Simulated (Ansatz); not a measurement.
```xyz
13

Al    0.3694    0.6659    0.5488
S    -0.1243    2.3025   -0.9018
N     2.0329    0.0812    0.5981
N    -0.8871    0.0396    1.6249
H    -0.9731   -0.1475   -1.5226
P    -1.1450   -1.4782   -1.8954
H    -1.2991    2.5906   -0.3336
H     2.8160    0.5580    0.1920
H     2.3286   -0.7823    1.0148
H    -0.6998   -0.4722    2.4653
H    -1.8735    0.1951    1.5237
H    -0.6149   -2.0158   -0.7086
H     0.0698   -1.5368   -2.6056
```

Not at a stationary point (largest force 0.6 eV/Å).

All numbers below come from RKS BHLYP/6-31G* (Ansatz 0.2.0).

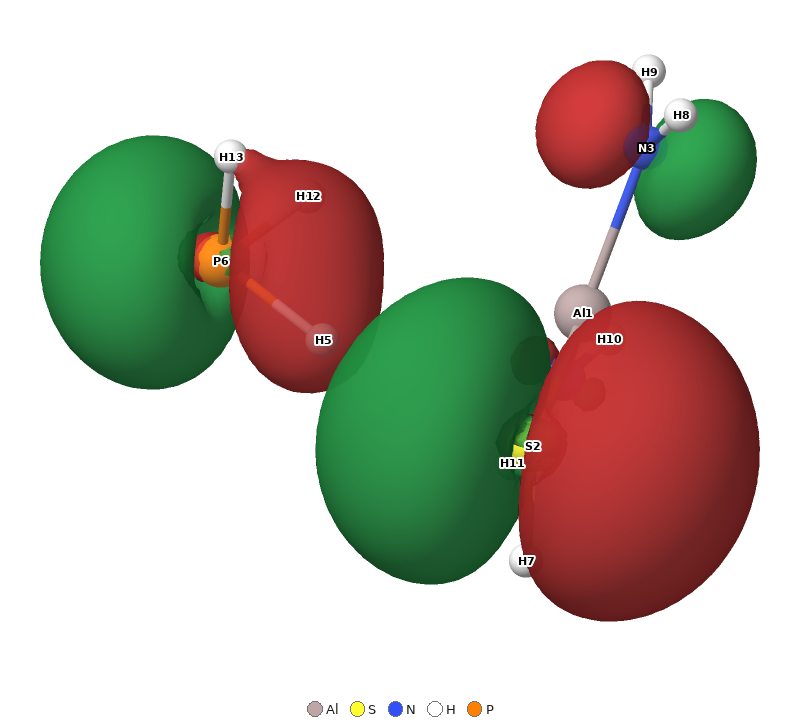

AlH$_{5}$N$_{2}$S···PH$_{3}$. The HOMO at ±0.06 Å⁻³ᐟ² (green and red are the two phases), seen at a tilt.

> What is the character of this orbital?

By Hirshfeld shares it lies mainly on S2 (about 70 %) and P6 (about 15 %); largely a lone pair of S2. Its energy is −7.99 eV.
